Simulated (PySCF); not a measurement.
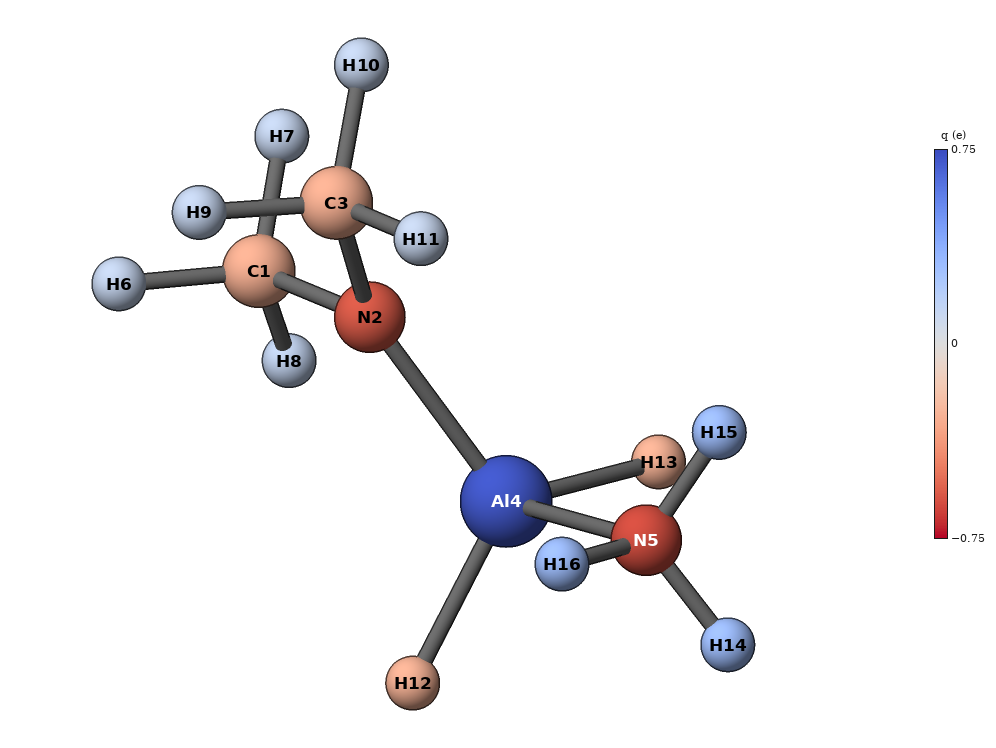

Atoms are coloured by their IAO charges. Computed geometry: GFN2-xTB optimisation. No frequency run is at hand to confirm it as a minimum. Level of theory: PBE0/pcSseg-1, gas phase (PySCF 2.14.0).

Which atom carries the highest charge (most positive or least negative)?

Al4 (0.70 e).

And the lowest?

N5 (−0.61 e).

List the IAO charges.

```csv
atom,value (e)
C1,−0.28
N2,−0.57
C3,−0.28
Al4,0.70
N5,−0.61
H6,0.11
H7,0.11
H8,0.13
H9,0.11
H10,0.11
H11,0.11
H12,−0.27
H13,−0.27
H14,0.29
H15,0.29
H16,0.29
```

The geometry is semi-empirical. Around Al such bond lengths and angles can be off by a tenth of an ångström or more and by several degrees, and values that hang on the shape move with them.
